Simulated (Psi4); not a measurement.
# OMP2/def2-TZVP (core potential, density fitting for correlation) run of SnH4S (Sn(SH)H3)

Aim: the vertical ionisation energy of SnH4S (Sn(SH)H3) at OMP2/def2-TZVP (core potential, density fitting for correlation), from 2 runs. 

The results are computed with Psi4 1.11.

### Step 1. Starting point

SnH4S: 6 atoms, total charge 0, spin state singlet. As SMILES, `[H][Sn]([H])([H])[SH]`. The shape comes from GFN2-xTB, which is rough for such elements, and wasn't checked as a minimum.

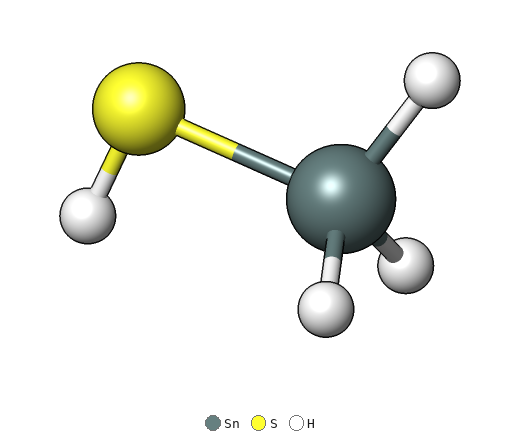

Viewed from a chosen angle; tin teal, sulfur yellow, hydrogen white.

### Step 2. A single-point energy at OMP2/def2-TZVP (core potential, density fitting for correlation)

The input, h4ssn.xyz:

```xyz
6
H4SSn
Sn     0.200320    -0.012540    -0.547580
S      0.253630     0.008640     1.840730
H     -1.059420     0.065470     1.998090
H      1.781600    -0.013620    -1.062170
H     -0.593590     1.340570    -1.129870
H     -0.582540    -1.388520    -1.099190
```

The input, run_ase.py:

```python
import numpy as np
from ase.calculators.psi4 import Psi4
from ase.io import read

a = read('h4ssn.xyz')
calc = Psi4(atoms=a, method='omp2', basis='def2-TZVP', memory='1600MB', num_threads=1, charge=0, multiplicity=1, label='calc')
calc.psi4.set_options({'puream': True, 'e_convergence': 1e-09, 'd_convergence': 1e-08, 'scf_type': 'pk', 'num_frozen_docc': 9})
a.calc = calc

print(f'energy: {a.get_potential_energy():.6f} eV')
```

The run is started by

```sh
$ python run_ase.py
```

calc.dat, shortened:

```text
[...]
    !!!  WARNING: ECP capability is in beta. Please check occupations closely.  !!!
[...]
  Running in c1 symmetry.
[...]
  Nuclear repulsion =  117.999332221613912
[...]
  Multiplicity = 1
[...]
  Nalpha       = 21
  Nbeta        = 21
[...]
    Number of basis functions: 111
[...]
 WARNING: Atomic UHF is not converging! Try casting from a smaller basis or call Rob at CCMST.
   -------------------------
[...]
   @RHF iter   1:  -613.14913043038484   -1.59169e+00   3.83253e-03 DIIS/ADIIS
[...]
   @RHF iter  11:  -613.22568086118349   -2.28511e-11   7.60746e-09 DIIS
[...]
    Orbital Energies [Eh]
    ---------------------
    Doubly Occupied:
       1A    -91.943366     2A     -8.949678     3A     -6.630952
       4A     -6.630237     5A     -6.629376     6A     -5.875680
       7A     -4.066347     8A     -4.064515     9A     -4.064132
      10A     -1.336827    11A     -1.335272    12A     -1.335136
      13A     -1.328122    14A     -1.327880    15A     -0.952551
      16A     -0.680348    17A     -0.542966    18A     -0.468574
      19A     -0.460920    20A     -0.422307    21A     -0.371673
[...]
  @RHF Final Energy:  -613.22568086118349
   => Energetics <=
    Nuclear Repulsion Energy =            117.9993322216139120
    One-Electron Energy =               -1163.6163069566323429
    Two-Electron Energy =                 432.3912938738347975
    Total Energy =                       -613.2256808611836050
[...]
 Multipole Moments:
 ------------------------------------------------------------------------------------
     Multipole            Electronic (a.u.)      Nuclear  (a.u.)        Total (a.u.)
 ------------------------------------------------------------------------------------
 L = 1.  Multiply by 2.5417464519 to convert [e a0] to [Debye]
 Dipole X            :          0.6689334           -0.9838594           -0.3149260
 Dipole Y            :         -0.3560924            0.3700794            0.0139870
 Dipole Z            :        -35.0979601           34.5741489           -0.5238112
 Magnitude           :                                                    0.6113528
[...]
	Warning: cc_lambda option is changed to TRUE
	For this residual convergence, default PCG convergence is:     1.00e-07
[...]
	DF-MP2 Total Energy (a.u.)         :  -613.72613827569444
[...]
	DF-MP2 Total Energy (a.u.)         :  -613.73708698425389
[...]
	DF-OMP2 Total Energy (a.u.)        :  -613.73708698420262
[...]
```

The script printed:

```text
energy: -16700.636791 eV
```

It took 20 s on 1 thread of Intel Xeon 6975P-C (Granite Rapids), shared host; peak memory 0.52 GiB.

### Step 3. The doublet cation, same level

The input, h4ssn.json:

```json
{
 "schema_name": "qcschema_input",
 "schema_version": 1,
 "molecule": {
  "schema_name": "qcschema_molecule",
  "schema_version": 2,
  "symbols": ["Sn", "S", "H", "H", "H", "H"],
  "geometry": [0.37854994, -0.02369717, -1.03477623, 0.47929124, 0.01632723, 3.47847557, -2.00201365, 0.12372037, 3.77584287, 3.36673606, -0.02573807, -2.0072104, -1.12172253, 2.53331015, -2.13514486, -1.10084106, -2.62392252, -2.07716806],
  "molecular_charge": 1,
  "molecular_multiplicity": 2,
  "fix_symmetry": "c1"
 },
 "driver": "energy",
 "model": {
  "method": "omp2",
  "basis": "def2-TZVP"
 },
 "keywords": {
  "reference": "uhf",
  "puream": true,
  "e_convergence": 1e-09,
  "d_convergence": 1e-08,
  "scf_type": "pk",
  "num_frozen_docc": 9,
  "maxiter": 200
 }
}
```

The run is started by

```sh
$ psi4 --qcschema h4ssn.json -n 1 --memory 1600MB
```

stdout, shortened:

```text
[...]
    !!!  WARNING: ECP capability is in beta. Please check occupations closely.  !!!
[...]
  Running in c1 symmetry.
[...]
  Nuclear repulsion =  117.999332275862997
[...]
  Multiplicity = 2
[...]
  Nalpha       = 21
  Nbeta        = 20
[...]
    Number of basis functions: 111
[...]
 WARNING: Atomic UHF is not converging! Try casting from a smaller basis or call Rob at CCMST.
   -------------------------
[...]
   @UHF iter   1:  -612.82962359098804   -1.29176e+00   3.44889e-03 ADIIS/DIIS
[...]
   @UHF iter  18:  -612.91147626812767   -1.29603e-11   6.92437e-09 DIIS
[...]
   @S^2 Observed:                7.656928220E-01
[...]
  @UHF Final Energy:  -612.91147626812767
   => Energetics <=
    Nuclear Repulsion Energy =            117.9993322758629972
    One-Electron Energy =               -1153.1911669913711194
    Two-Electron Energy =                 422.2803584473804221
    Total Energy =                       -612.9114762681276716
  UHF NO Occupations:
  HONO-2 :   19  A 1.9992875
  HONO-1 :   20  A 1.9938074
[...]
 Multipole Moments:
 ------------------------------------------------------------------------------------
     Multipole            Electronic (a.u.)      Nuclear  (a.u.)        Total (a.u.)
 ------------------------------------------------------------------------------------
 L = 1.  Multiply by 2.5417464519 to convert [e a0] to [Debye]
 Dipole X            :          0.5429746           -0.9838594           -0.4408848
 Dipole Y            :         -0.3346220            0.3700794            0.0354575
 Dipole Z            :        -32.9544231           34.5741489            1.6197257
 Magnitude           :                                                    1.6790319
[...]
	Warning: cc_lambda option is changed to TRUE
	For this residual convergence, default PCG convergence is:     1.00e-07
[...]
	DF-SCS-MP2 Total Energy (a.u.)     :  -613.35150084837198
	DF-SOS-MP2 Total Energy (a.u.)     :  -613.34089331985592
[...]
	DF-SCS-OMP2 Total Energy (a.u.)    :  -613.35947066642973
	DF-SOS-OMP2 Total Energy (a.u.)    :  -613.31222617503670
	DF-SCS(N)-OMP2 Total Energy (a.u.) :  -613.15014670164032
[...]
	DF-OMP2 Total Energy (a.u.)        :  -613.38537125122980
[...]
```

The result, in JSON:

```text
{
 "driver": "energy",
 "model": {
  "method": "omp2",
  "basis": "def2-TZVP"
 },
 "success": true,
 "return_result": -613.3853712512298,
 "properties": {
  "calcinfo_nbasis": 111,
  "calcinfo_nmo": 111,
  "calcinfo_nalpha": 21,
  "calcinfo_nbeta": 20,
  "calcinfo_natom": 6,
  "nuclear_repulsion_energy": 117.999332275863,
  "return_energy": -613.3853712512298,
  "scf_one_electron_energy": -1153.1911669913711,
  "scf_two_electron_energy": 422.2803584473804,
  "scf_dipole_moment": [-0.4408848145531057, 0.03545746699491659, 1.6197257374688974],
  "scf_total_energy": -612.9114762681277,
  "scf_iterations": 18,
  "mp2_same_spin_correlation_energy": -0.13091882825467804,
  "mp2_opposite_spin_correlation_energy": -0.3303208090217405,
  "mp2_singles_energy": 0.0,
  "mp2_doubles_energy": -0.4612396372764186,
  "mp2_correlation_energy": -0.46123963727643513,
  "mp2_total_energy": -613.3727159054041
 }
}
```

Wall time 57 s (1 thread of Intel Xeon 6975P-C (Granite Rapids), shared host); peak memory 0.5 GiB.

### Step 4. Outcome

Level: OMP2/def2-TZVP (core potential, density fitting for correlation), 9 core orbitals frozen.

| quantity | value |
| --- | --- |
| singlet SnH4S: total energy | -613.73709 Eh |
| singlet SnH4S: HOMO energy (Hartree–Fock orbitals) | -10.11 eV |
| singlet SnH4S: LUMO energy (Hartree–Fock orbitals) | 2.13 eV |
| singlet SnH4S: HOMO–LUMO gap (Hartree–Fock orbitals) | 12.24 eV |
| singlet SnH4S: correlation energy (9 core orbitals frozen) | -511.4 mEh |
| doublet cation: total energy | -613.38537 Eh |
| doublet cation: HOMO energy (Hartree–Fock orbitals) (highest over α and β) | -17.43 eV |
| doublet cation: LUMO energy (Hartree–Fock orbitals) (lowest over α and β) | -7.15 eV |
| doublet cation: correlation energy (9 core orbitals frozen) | -473.9 mEh |
| doublet cation: ⟨S²⟩ of the reference determinant | 0.766 |
| vertical ionisation energy (to the doublet cation) | 9.571 eV |

**Reading.** The vertical ionisation energy comes to 9.57 eV (221 kcal/mol).
